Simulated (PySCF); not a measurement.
Ge4H4O6 ((HGe)4O6 adamantane)

```yaml
atoms:
  - { symbol: Ge, position_ang: [1.0379, 1.4864, -0.3774] }
  - { symbol: H, position_ang: [1.8869, 2.7057, -0.6843] }
  - { symbol: O, position_ang: [-0.5363, 1.5031, -1.2073] }
  - { symbol: Ge, position_ang: [-1.6129, 0.1179, -0.9079] }
  - { symbol: H, position_ang: [-2.9307, 0.2217, -1.6525] }
  - { symbol: O, position_ang: [-0.6694, -1.3244, -1.3504] }
  - { symbol: Ge, position_ang: [0.8968, -1.5359, -0.5310] }
  - { symbol: H, position_ang: [1.6308, -2.7900, -0.9673] }
  - { symbol: O, position_ang: [1.8123, -0.0441, -0.8529] }
  - { symbol: O, position_ang: [0.5364, -1.5104, 1.2122] }
  - { symbol: Ge, position_ang: [-0.3266, -0.0814, 1.8286] }
  - { symbol: H, position_ang: [-0.5948, -0.1446, 3.3206] }
  - { symbol: O, position_ang: [0.6648, 1.3185, 1.3545] }
  - { symbol: O, position_ang: [-1.8145, 0.0337, 0.8584] }
```

Geometry: PBE0-D3(BJ)/def2-SVP.

Computed with B3LYP/def2-SVPD, SCF density, gas phase (PySCF 2.14.0).

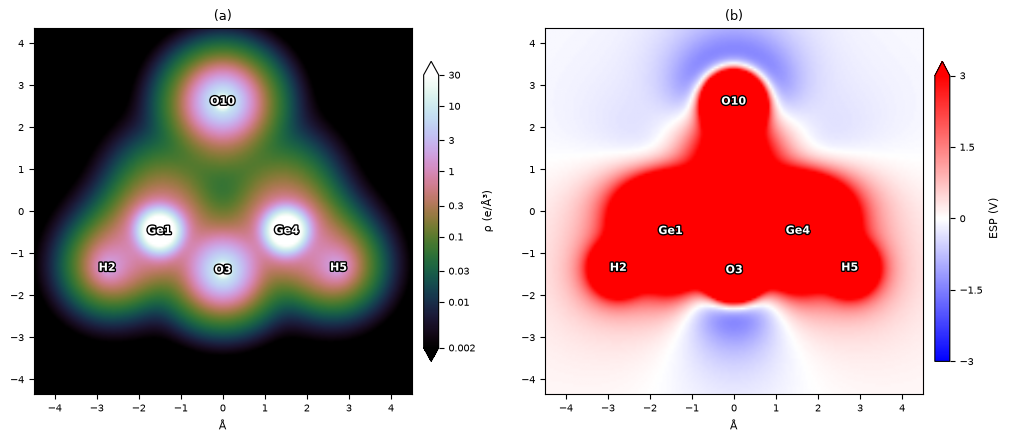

Figure 1. (a) total electron density; (b) molecular electrostatic potential on the plane of atoms H2, Ge1 and O3.

> What does the map show?

The plane passes through Ge, H and O nuclei. Ge–O (1.78 Å): ρ at the midpoint is about 0.96 e/Å³. Ge–H (1.52 Å): ρ at the midpoint is about 1.1 e/Å³. Outside the dense part of the molecule the potential is most negative (−1.4 V) near O3 and O10.

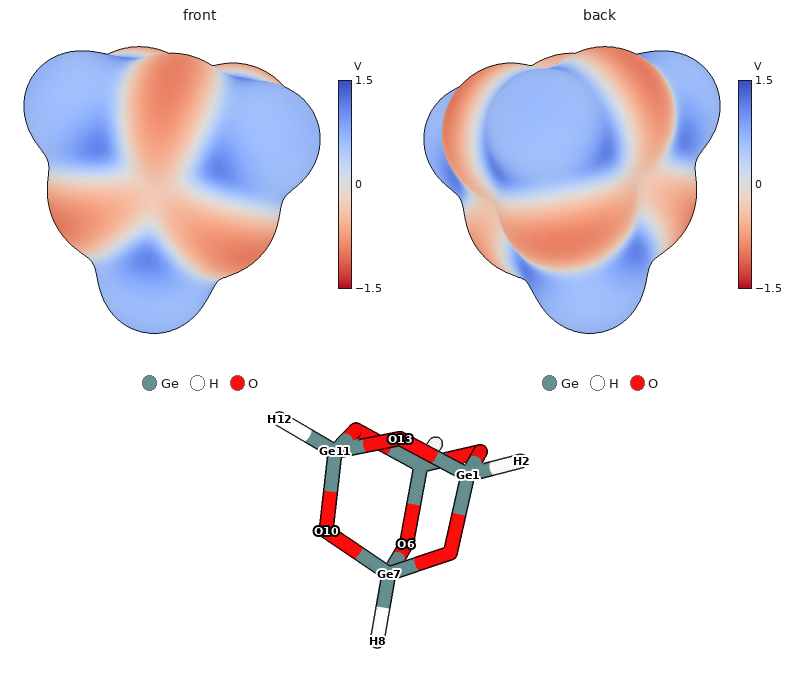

Figure 2. The molecular electrostatic potential painted on the density surface at 0.001 e/bohr³, seen from the front and from behind; red is negative and blue positive. The bare structure is drawn below in the same view.

> Which sites attract a positive test charge, and which a negative one?

A positive charge is drawn to the negative regions and a negative charge to the positive ones. The most negative region (about −0.9 V) lies over the O atoms, the most positive (about +1.1 V) over Ge1, Ge4, Ge7 and Ge11.
